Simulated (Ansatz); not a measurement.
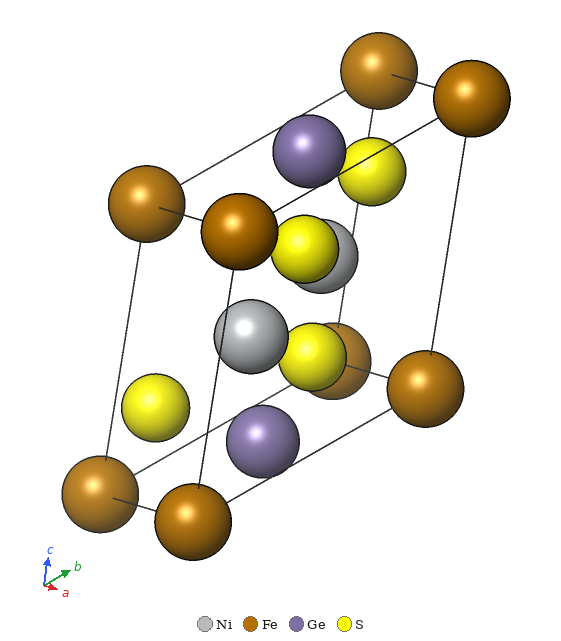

Spheres-only drawing of the structure, looking slightly off an axis. Lines trace the edges of the simulation cell.

The run was set up as follows:
```yaml
crystal:
  lattice:
    - [0.0, 5.300922, 0.0]
    - [5.300922, 0.0, 0.0]
    - [2.650461, 2.650461, -5.231239]
  atoms:
    - { symbol: Ni, position: [0.75, 0.25, 0.5] }
    - { symbol: Ni, position: [0.25, 0.75, 0.5] }
    - { symbol: Fe, position: [0.0, 0.0, 0.0] }
    - { symbol: Ge, position: [0.5, 0.5, 0.0] }
    - { symbol: S, position: [0.1345, 0.1345, 0.249] }
    - { symbol: S, position: [0.8655, 0.3835, 0.751] }
    - { symbol: S, position: [0.6165, 0.6165, 0.249] }
    - { symbol: S, position: [0.3835, 0.8655, 0.751] }
kpoints:
  mp_grid: { grid: [2, 2, 2], shift: [0, 0, 0] }
magnetization:
  spin_polarized: false
scf:
  occupations: { method: fermi_dirac }
hamiltonian:
  pseudopotentials: { kind: paw }
  xc: pbe0
basis:
  ecutwfc: 420
  fft_grid_basis: typed
output:
  forces: true
  stress: true
  eigenvalues: true
  bader: true
  populations: true
  elf: true
  write_potential: true
  volumetric_format: npy
  dos:
    e_range: [-12, 8]
    de: 0.05
    projected: { site_lists: { Fe: [Fe], Ge: [Ge], Ni: [Ni], S: [S] } }
    method: { smearing: { sigma: 0.1, scheme: gaussian } }
```

Computational set-up: DFT, PAW plane waves, PBE0 in Ansatz 0.2.0, a kinetic-energy cutoff of 420 eV, a 2×2×2 grid in reciprocal space, Fermi-Dirac smearing of 0.1 eV, no spin polarisation (a spin-restricted run, not always the ground state).

Question: List the Bader charges.

Answer: Fe +0.88 e; Ni +0.41 e; Ge +1.37 e; S -0.77 e.

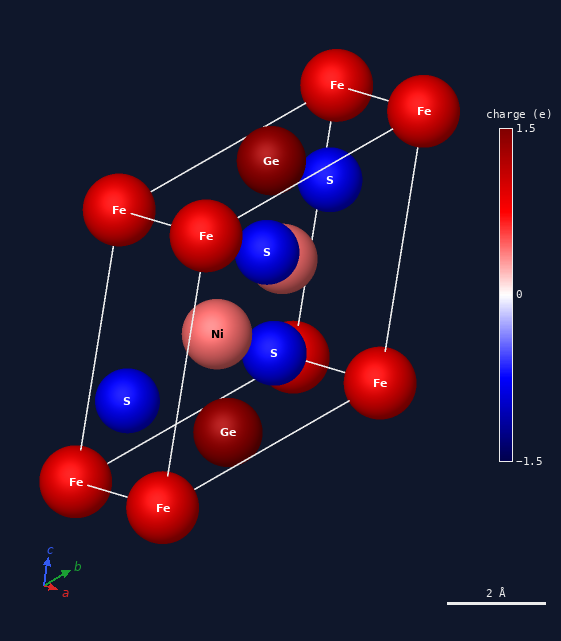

The atoms coloured by those charges.

Shown is a generated cell, made by putting these elements into a known structure type (the compound may or may not exist in this form), as it stood before any relaxation. It was the input of a calculation with Ansatz.

At this level of theory the cell isn't at rest (stretched, at -9 GPa and forces up to 0.9 eV/Å), so its distances can differ from those at equilibrium, the more so the softer the solid.
